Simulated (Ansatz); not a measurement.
# H₆O₂Si₂Zn: small, medium and large basis sets

Aim: see how fast density functionals converge with the basis set for H₆O₂Si₂Zn.

Computed with Ansatz 0.2.0, Gaussian basis. Level: one geometry, several basis sets.

The runs, in order: PBE0-D4/def2-SVP; ωB97M-V/def2-SVP; PBE0-D4/def2-QZVPP; ωB97M-V/def2-QZVPP; the functionals' def2-TZVPP values are taken from earlier runs.

### 1 The geometry

An earlier PBE0-D4 in a triple-zeta def2 set relaxation fixed the geometry.

11 atoms, charge 0, spin multiplicity 1.

Atoms are counted from 1 here; the program's logs count them from 0.

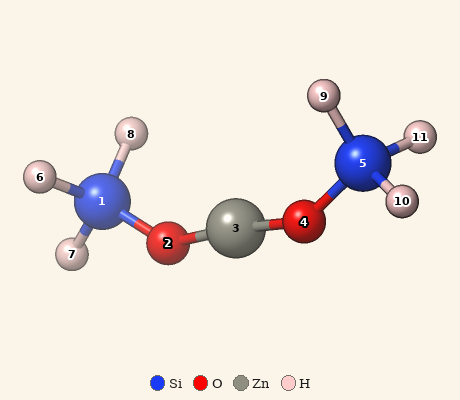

The geometry (silicon blue, oxygen red, zinc grey, hydrogen pink); atoms are numbered from 1 in the order of the file.

### 2 PBE0-D4 in def2-SVP

File in.yaml:

```yaml
crystal:
  periodic: [false, false, false]
  atoms:
    - {symbol: Si, position_ang: [-0.978559, -1.738794, 2.359708]}
    - {symbol: O, position_ang: [0.105507, -1.530819, 1.166278]}
    - {symbol: Zn, position_ang: [0.625256, -0.393786, -0.058527]}
    - {symbol: O, position_ang: [1.269827, 0.663914, -1.295366]}
    - {symbol: Si, position_ang: [0.838505, 1.826871, -2.346550]}
    - {symbol: H, position_ang: [-0.768481, -0.756331, 3.461419]}
    - {symbol: H, position_ang: [-0.834804, -3.111628, 2.910618]}
    - {symbol: H, position_ang: [-2.374603, -1.566436, 1.863767]}
    - {symbol: H, position_ang: [0.216022, 2.988272, -1.648216]}
    - {symbol: H, position_ang: [2.048365, 2.298832, -3.069005]}
    - {symbol: H, position_ang: [-0.147045, 1.319907, -3.344137]}
basis:
  gaussian: {orbitals: def2-SVP}
hamiltonian: {xc: pbe0, dispersion: d4}
output: {orbitals: {seedname: orbitals}}
```

Command:

```bash
$ ansatz run in.yaml --threads 2 --pin off --events-out ev --progress --plain --max-ram 32768MiB --backend cpu
```

The runs that follow: ωB97M-V in def2-SVP; PBE0-D4 in def2-QZVPP; ωB97M-V in def2-QZVPP.

Q: Predict the results of all the runs planned. Wanted: PBE0-D4: double and triple zeta above quadruple; ωB97M-V: double and triple zeta above quadruple.

As calculated:

| quantity | value |
| --- | --- |
| PBE0-D4: double and triple zeta above quadruple | 19.98, 2.07 eV |
| ωB97M-V: double and triple zeta above quadruple | 20.03, 1.96 eV |

For PBE0-D4 the step from double to triple zeta gains 17.92 eV and the next only 2.07 eV. These are total energies; as a rule much of such shifts cancels in differences, which this series doesn't test.
